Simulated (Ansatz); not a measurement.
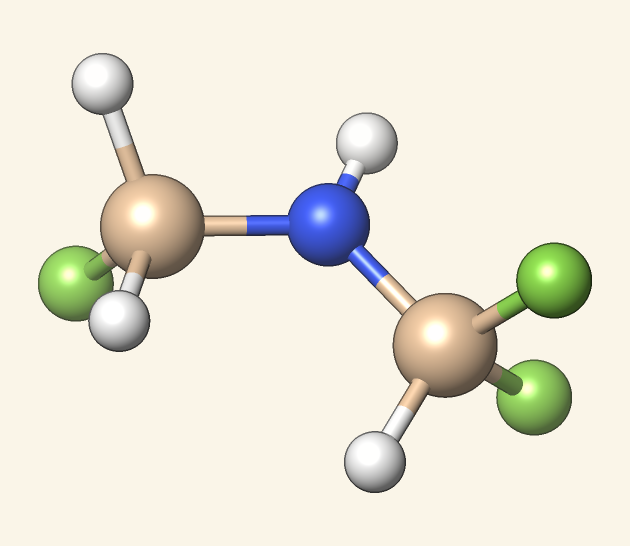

A ball-and-stick model of a molecule. Colours: fluorine green, silicon light orange, nitrogen blue, hydrogen white.

Identify the structure.

It has 10 atoms: 3 fluorine, 4 hydrogen, 1 nitrogen and 2 silicon (F₃H₄NSi₂). Its SMILES string is `F[SiH2]N[SiH](F)F`. It has no ring. Among its groups: Si–H bond, Si–N bond. This geometry has C1 symmetry. Coordination: 2 Si tetrahedral; 1 N trigonal planar.

The parts below concern this one geometry. Atoms keep their numbers from picture to picture. The geometry was computed by an optimisation with PBE0-D4/def2-TZVP.

Geometry

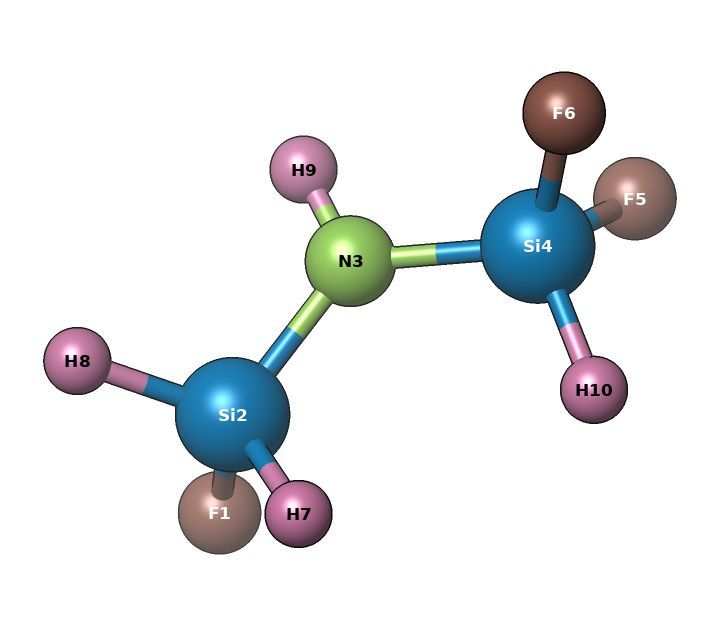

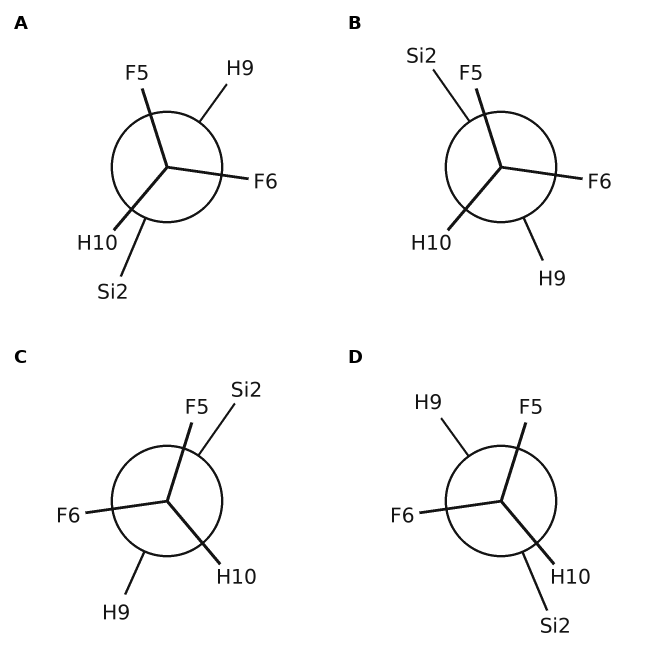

Distant atoms are faded towards the background colour. Bonds that would overlap in a projection are set slightly apart.

**Which Newman projection shows the view along Si4–N3, with Si4 in front?**

D. The torsion angle F5–Si4–N3–Si2 is 124°, anticlinal.

Electronic properties

Method: RKS r2SCAN0-D4/def2-TZVPP (Ansatz 0.2.0).

**Give the HOMO–LUMO gap at this level.**

9.89 eV.

**Estimate the dispersion correction.**

−6.4 kJ/mol.

**What is the HOMO energy (Kohn–Sham orbital)?**

−9.31 eV.

Charges

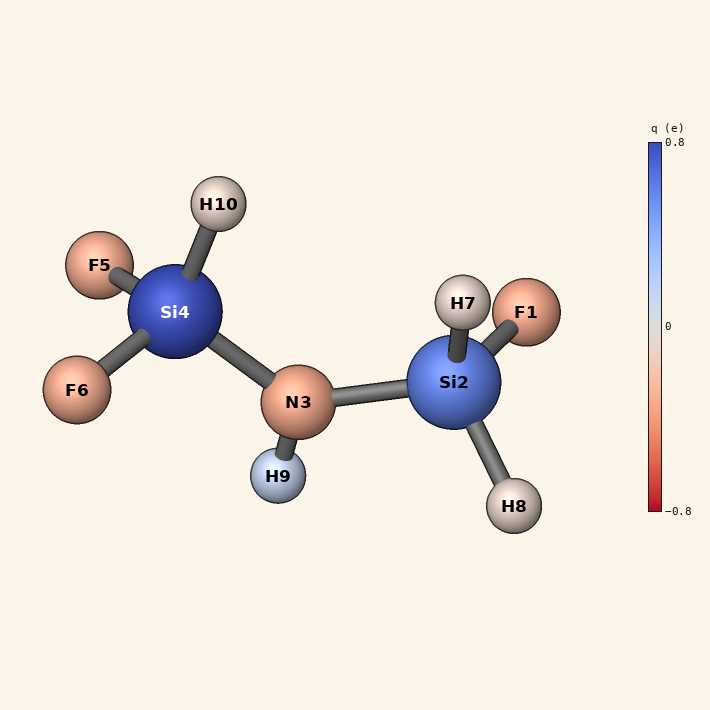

Atoms are coloured by their Mulliken charges. Properties computed with RKS B3LYP-D4/def2-TZVPP (Ansatz 0.2.0).

List the Mulliken charges.

| atom | value (e) |
| --- | --- |
| F1 | −0.32 |
| Si2 | 0.59 |
| N3 | −0.32 |
| Si4 | 0.78 |
| F5 | −0.31 |
| F6 | −0.31 |
| H7 | −0.08 |
| H8 | −0.08 |
| H9 | 0.13 |
| H10 | −0.08 |

Dipole moment

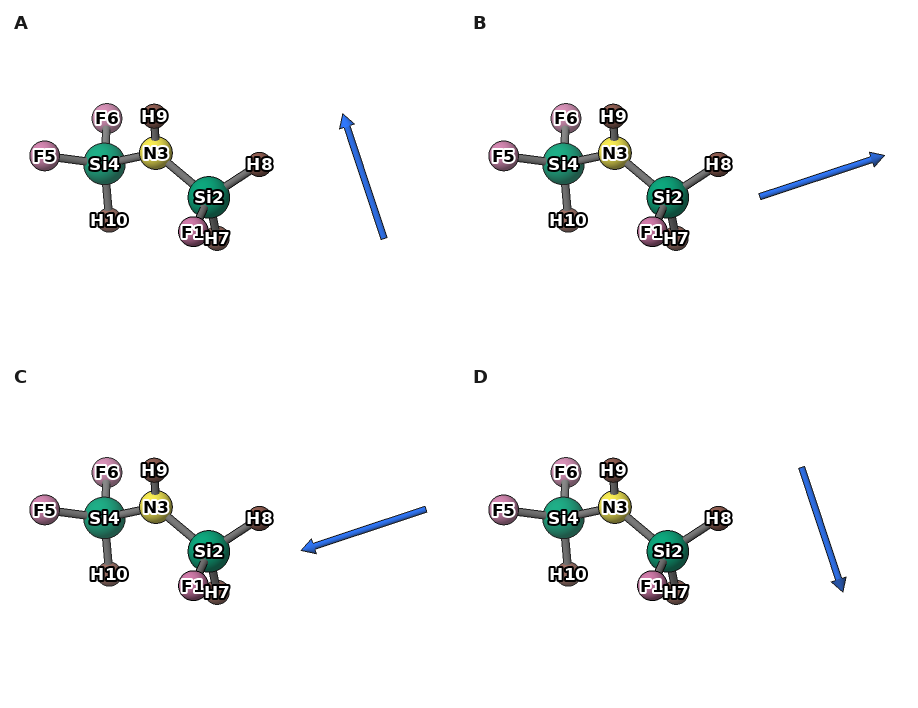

The same molecule four times, each with an arrow. Properties computed with RKS PBE0-D4/def2-TZVP (Ansatz 0.2.0).

**Which arrow points along the dipole moment, from the negative to the positive end?**

B. The dipole moment is 1.49 D; it points from the side of F5 to the side of H8 (the outermost atoms at the two ends).

Mulliken values depend strongly on the basis set and can even reverse the polarity of a bond.
